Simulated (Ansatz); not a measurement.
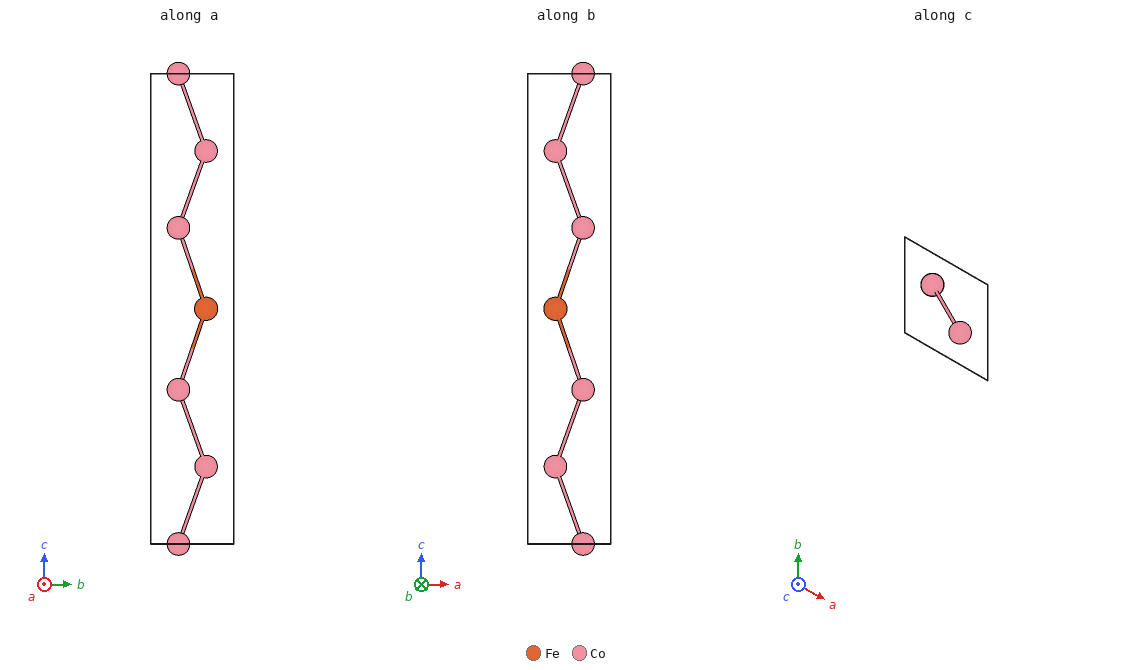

The figure gives a ball-and-stick picture of the atoms, viewed along the a axis, along the b axis and along the c axis. The conventional unit cell is outlined; an atom on or near a face, edge or corner is repeated at each equivalent position.

Lattice parameters: a = 2.4953 Å, b = 2.4953 Å, c = 12.2587 Å, α = 90.000°, β = 90.000°, γ = 120.000°.

**Express the structure as a CIF in P1 with every atom of the cell, with free fractional coordinates to two decimals.**

```cif
data_structure
_symmetry_space_group_name_H-M 'P 1'
_symmetry_Int_Tables_number 1
_cell_length_a 2.4953
_cell_length_b 2.4953
_cell_length_c 12.2587
_cell_angle_alpha 90.000
_cell_angle_beta 90.000
_cell_angle_gamma 120.000
_cell_volume 66.10
loop_
_atom_site_label
_atom_site_type_symbol
_atom_site_fract_x
_atom_site_fract_y
_atom_site_fract_z
_atom_site_occupancy
Fe1 Fe 0.3333 0.6667 0.50 1
Co1 Co 0.3333 0.6667 0.84 1
Co2 Co 0.3333 0.6667 0.16 1
Co3 Co 0.6667 0.3333 0.00 1
Co4 Co 0.6667 0.3333 0.33 1
Co5 Co 0.6667 0.3333 0.67 1
```

The cell started as a structure type filled with these elements by a generator (whether the compound takes this form wasn't checked). Earlier steps of the study, as a rule a relaxation of our own, may have changed the cell and positions, so they can lie some per cent off the listed ones. It went into a calculation with Ansatz.
